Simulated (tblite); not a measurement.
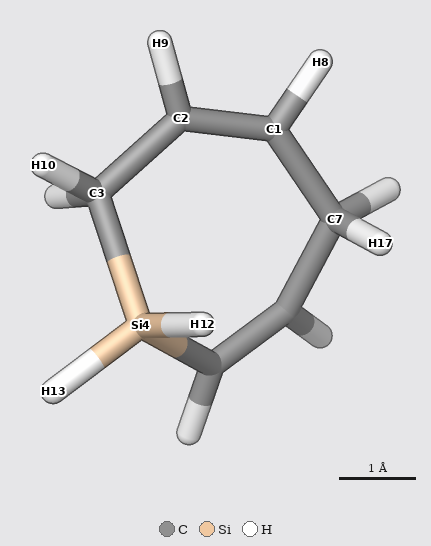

Fig. 1: The structure as given in the input (stick view, seen at a tilt; atoms are numbered from 1 in the order of the input).

## Run report: C6H10Si, saddle-point search

System: C6H10Si, SMILES C1=CC[SiH2]C=CC1.
Method: GFN2-xTB saddle search (eigenvector following) and harmonic vibrations, gas phase (tblite 0.8.0).

### Input file
```
{"job": {"xc": "GFN2-xTB", "basis": "xTB", "kind": "saddle"}, "charge": 0, "multiplicity": 1}
C      0.745727     1.457207    -0.188823
C     -0.573949     1.578484    -0.182427
C     -1.641388     0.532569    -0.151756
Si    -1.190389    -1.009185     0.868586
C      0.204405    -1.769410    -0.128927
C      1.279123    -1.097799    -0.520904
C      1.684865     0.282557    -0.093031
H      1.305852     2.386408    -0.229058
H     -0.956191     2.593649    -0.228042
H     -2.561195     0.987831     0.218265
H     -1.849275     0.221467    -1.179287
H     -0.792639    -0.636000     2.232436
H     -2.333350    -1.929284     0.919357
H      0.091455    -2.787925    -0.478528
H      2.009162    -1.586866    -1.158137
H      2.580163     0.556088    -0.659058
H      1.997625     0.220209     0.959337
```

The first line tells a small driver script what to run in tblite; the rest is the geometry in Å.

Run as:
```bash
OMP_NUM_THREADS=1 python <driver script> task.json out
```

### Log
```
step      E/eV     max force
  0    -533.36492   0.0362
  1    -533.36242   0.0629
  2    -533.36076   0.1763
  3    -533.36221   0.0147
  4    -533.36201   0.0374
  5    -533.36207   0.0054
  6    -533.36205   0.0022
lowest wavenumbers (cm-1): -92.0 118.8 217.8 275.1 341.5 374.0
```

### Trajectory as extended XYZ (Å, eV, eV/Å), 7 frames, from step=0 to step=6
```
17
Properties=species:S:1:pos:R:3:forces:R:3 step=0 energy=-533.36492
C     0.7457    1.4572   -0.1888   -0.0030  -0.0020  -0.0020
C    -0.5739    1.5785   -0.1824   -0.0060   0.0150  -0.0100
C    -1.6414    0.5326   -0.1518    0.0090   0.0190   0.0110
Si   -1.1904   -1.0092    0.8686    0.0350  -0.0010   0.0090
C     0.2044   -1.7694   -0.1289   -0.0270  -0.0040  -0.0010
C     1.2791   -1.0978   -0.5209   -0.0030  -0.0070  -0.0090
C     1.6849    0.2826   -0.0930   -0.0030   0.0050   0.0100
H     1.3059    2.3864   -0.2291    0.0010   0.0020   0.0120
H    -0.9562    2.5936   -0.2280   -0.0050  -0.0050  -0.0140
H    -2.5612    0.9878    0.2183   -0.0010   0.0130   0.0030
H    -1.8493    0.2215   -1.1793   -0.0110  -0.0160  -0.0070
H    -0.7926   -0.6360    2.2324    0.0070   0.0010  -0.0120
H    -2.3334   -1.9293    0.9194   -0.0060  -0.0120   0.0080
H     0.0915   -2.7879   -0.4785    0.0010   0.0020  -0.0060
H     2.0092   -1.5869   -1.1581    0.0120  -0.0050  -0.0030
H     2.5802    0.5561   -0.6591    0.0090   0.0050   0.0100
H     1.9976    0.2202    0.9593   -0.0100  -0.0090   0.0010
17
Properties=species:S:1:pos:R:3:forces:R:3 step=1 energy=-533.36242
C     0.7391    1.4570   -0.1507    0.0450   0.0090   0.0040
C    -0.5808    1.5786   -0.1605   -0.0240   0.0110  -0.0060
C    -1.6416    0.5251   -0.1863   -0.0090   0.0220  -0.0210
Si   -1.1964   -0.9962    0.8704   -0.0030   0.0030   0.0030
C     0.1956   -1.7702   -0.1190    0.0010   0.0000  -0.0010
C     1.2700   -1.1038   -0.5220    0.0060   0.0060   0.0020
C     1.6836    0.2820   -0.1189    0.0260   0.0300   0.0250
H     1.3010    2.3882   -0.1292   -0.0240  -0.0530  -0.0060
H    -0.9639    2.5952   -0.1570    0.0030  -0.0380  -0.0030
H    -2.5844    0.9711    0.1371    0.0390  -0.0120  -0.0110
H    -1.7950    0.1983   -1.2200    0.0040   0.0170   0.0450
H    -0.7869   -0.5858    2.2199   -0.0020  -0.0040  -0.0090
H    -2.3351   -1.9203    0.9547    0.0060   0.0040   0.0000
H     0.0854   -2.7947   -0.4519    0.0000   0.0050  -0.0010
H     2.0029   -1.6059   -1.1468   -0.0020   0.0050   0.0010
H     2.5458    0.5644   -0.7345   -0.0420  -0.0090   0.0360
H     2.0608    0.2169    0.9146   -0.0240   0.0040  -0.0580
17
Properties=species:S:1:pos:R:3:forces:R:3 step=2 energy=-533.36076
C     0.7363    1.4569   -0.1286    0.0840  -0.0150   0.0050
C    -0.5833    1.5800   -0.1367   -0.0410   0.0180  -0.0040
C    -1.6418    0.5267   -0.2015    0.0080   0.0290  -0.0110
Si   -1.2139   -0.9936    0.8632    0.0120   0.0000  -0.0110
C     0.1963   -1.7713   -0.0968    0.0000  -0.0120  -0.0060
C     1.2706   -1.1106   -0.5100    0.0380   0.0250   0.0030
C     1.6881    0.2873   -0.1526    0.0840   0.0350   0.0520
H     1.2977    2.3867   -0.0731   -0.0120  -0.0420  -0.0050
H    -0.9662    2.5963   -0.0917    0.0120  -0.0610  -0.0020
H    -2.5930    0.9670    0.1010    0.0160  -0.0020  -0.0070
H    -1.7671    0.2039   -1.2390    0.0070   0.0070   0.0230
H    -0.8290   -0.5802    2.2179    0.0010   0.0010   0.0060
H    -2.3518   -1.9190    0.9292   -0.0080  -0.0060   0.0010
H     0.0996   -2.8071   -0.4011    0.0020   0.0300   0.0080
H     2.0114   -1.6323   -1.1109   -0.0140   0.0220   0.0140
H     2.5095    0.5735   -0.8267   -0.1240  -0.0380   0.0980
H     2.1368    0.2357    0.8573   -0.0640   0.0090  -0.1640
17
Properties=species:S:1:pos:R:3:forces:R:3 step=3 energy=-533.36221
C     0.7384    1.4564   -0.1426    0.0060  -0.0010   0.0000
C    -0.5813    1.5790   -0.1515   -0.0020   0.0010  -0.0010
C    -1.6410    0.5267   -0.1909    0.0000   0.0020   0.0000
Si   -1.2037   -0.9957    0.8670    0.0010  -0.0010   0.0000
C     0.1965   -1.7705   -0.1098   -0.0010  -0.0010  -0.0010
C     1.2708   -1.1062   -0.5163    0.0030   0.0020   0.0000
C     1.6848    0.2846   -0.1322    0.0070   0.0010   0.0060
H     1.3002    2.3856   -0.1097   -0.0010  -0.0030  -0.0020
H    -0.9647    2.5942   -0.1327    0.0010  -0.0040  -0.0020
H    -2.5853    0.9712    0.1255    0.0020   0.0000   0.0010
H    -1.7851    0.2024   -1.2250    0.0000   0.0010   0.0020
H    -0.8058   -0.5865    2.2197    0.0010  -0.0010  -0.0010
H    -2.3426   -1.9200    0.9410    0.0010   0.0000   0.0000
H     0.0925   -2.7995   -0.4307    0.0000   0.0030   0.0000
H     2.0076   -1.6155   -1.1308   -0.0010   0.0030   0.0010
H     2.5287    0.5683   -0.7704   -0.0100  -0.0040   0.0100
H     2.0901    0.2255    0.8894   -0.0060   0.0010  -0.0120
17
Properties=species:S:1:pos:R:3:forces:R:3 step=4 energy=-533.36201
C     0.7373    1.4564   -0.1302    0.0160  -0.0030   0.0010
C    -0.5824    1.5794   -0.1396   -0.0080   0.0030  -0.0010
C    -1.6405    0.5266   -0.1997    0.0000   0.0060  -0.0040
Si   -1.2115   -0.9938    0.8647    0.0010   0.0000  -0.0010
C     0.1962   -1.7706   -0.0994    0.0000  -0.0020  -0.0010
C     1.2702   -1.1088   -0.5110    0.0070   0.0050   0.0010
C     1.6861    0.2868   -0.1479    0.0190   0.0070   0.0110
H     1.2993    2.3849   -0.0794   -0.0030  -0.0090  -0.0010
H    -0.9659    2.5941   -0.1001    0.0020  -0.0120   0.0000
H    -2.5906    0.9680    0.1033    0.0060  -0.0010  -0.0020
H    -1.7675    0.2023   -1.2360    0.0020   0.0030   0.0070
H    -0.8235   -0.5811    2.2192   -0.0010   0.0000  -0.0010
H    -2.3501   -1.9190    0.9329    0.0000   0.0000   0.0000
H     0.0977   -2.8042   -0.4076    0.0000   0.0060   0.0020
H     2.0100   -1.6264   -1.1154   -0.0020   0.0040   0.0030
H     2.5087    0.5721   -0.8142   -0.0260  -0.0080   0.0200
H     2.1263    0.2333    0.8605   -0.0130   0.0020  -0.0350
17
Properties=species:S:1:pos:R:3:forces:R:3 step=5 energy=-533.36207
C     0.7380    1.4564   -0.1370   -0.0020   0.0000   0.0000
C    -0.5817    1.5792   -0.1461    0.0010   0.0000   0.0000
C    -1.6405    0.5267   -0.1947    0.0000  -0.0010   0.0010
Si   -1.2072   -0.9949    0.8659    0.0000   0.0000   0.0000
C     0.1964   -1.7705   -0.1050    0.0000   0.0000   0.0000
C     1.2706   -1.1072   -0.5138   -0.0010  -0.0010   0.0000
C     1.6851    0.2856   -0.1393   -0.0030  -0.0010   0.0000
H     1.3000    2.3850   -0.0962    0.0010   0.0010  -0.0010
H    -0.9652    2.5938   -0.1180    0.0000   0.0020  -0.0010
H    -2.5873    0.9699    0.1155   -0.0010   0.0000   0.0010
H    -1.7769    0.2024   -1.2297   -0.0010   0.0000  -0.0010
H    -0.8141   -0.5844    2.2196    0.0010   0.0000   0.0000
H    -2.3460   -1.9196    0.9370    0.0000   0.0000   0.0000
H     0.0950   -2.8015   -0.4200    0.0000  -0.0010  -0.0010
H     2.0088   -1.6200   -1.1237    0.0000   0.0000  -0.0010
H     2.5187    0.5699   -0.7899    0.0040   0.0010  -0.0020
H     2.1060    0.2291    0.8755    0.0020   0.0000   0.0050
17
Properties=species:S:1:pos:R:3:forces:R:3 step=6 energy=-533.36205
C     0.7377    1.4563   -0.1333    0.0010   0.0000   0.0000
C    -0.5820    1.5793   -0.1427    0.0000   0.0000   0.0000
C    -1.6405    0.5268   -0.1972    0.0000   0.0000   0.0000
Si   -1.2095   -0.9944    0.8651    0.0000   0.0000   0.0000
C     0.1963   -1.7705   -0.1020    0.0000   0.0000   0.0000
C     1.2706   -1.1081   -0.5120    0.0000   0.0000   0.0000
C     1.6855    0.2863   -0.1437    0.0010   0.0000   0.0000
H     1.2997    2.3847   -0.0876    0.0000   0.0000   0.0000
H    -0.9655    2.5938   -0.1091    0.0000   0.0000   0.0000
H    -2.5888    0.9692    0.1096    0.0000   0.0000   0.0000
H    -1.7722    0.2026   -1.2328    0.0000   0.0000   0.0000
H    -0.8192   -0.5831    2.2193    0.0000   0.0000   0.0000
H    -2.3482   -1.9194    0.9343    0.0000   0.0000   0.0000
H     0.0966   -2.8028   -0.4135    0.0000   0.0000   0.0000
H     2.0098   -1.6232   -1.1187    0.0000   0.0000   0.0000
H     2.5127    0.5710   -0.8028   -0.0010   0.0000   0.0010
H     2.1170    0.2316    0.8671   -0.0010   0.0000  -0.0020
```

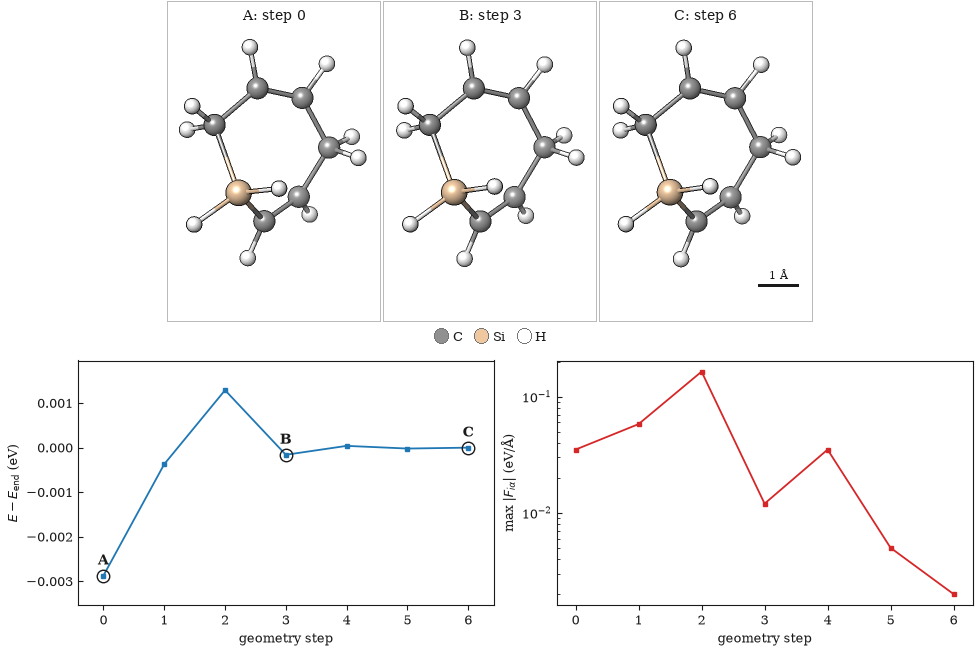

Fig. 2: Frames of the saddle-point search (ball-and-stick view, seen at a tilt) above the curves, on which the letters mark them (steps are counted from 0).

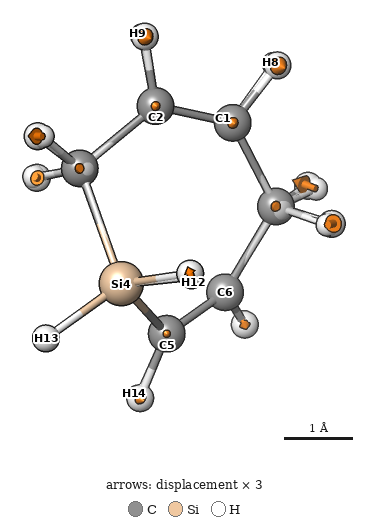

Fig. 3: Start (faint) and end (solid) with the displacements as orange arrows, magnified 3 times (ball-and-stick view, seen at a tilt). The two geometries are laid on each other by the best rigid fit. The atom that moves furthest after the best rigid fit is H16 (0.16 Å). By element the largest moves are H 0.16 Å, C 0.06 Å, Si 0.02 Å. The energy rises by 0.003 eV in 6 geometry steps. The largest force component goes from 0.035 to 0.002 eV/Å. (Atoms are counted from 1 in the order of the input.)

### Summary

| quantity | value |
| --- | --- |
| outcome | converged |
| total energy | −533.3620 eV |
| point group | C1 |
| hardware | 1 CPU thread, shared host |
| wall time | 6.6 s |
| peak memory | 0.2 GiB |
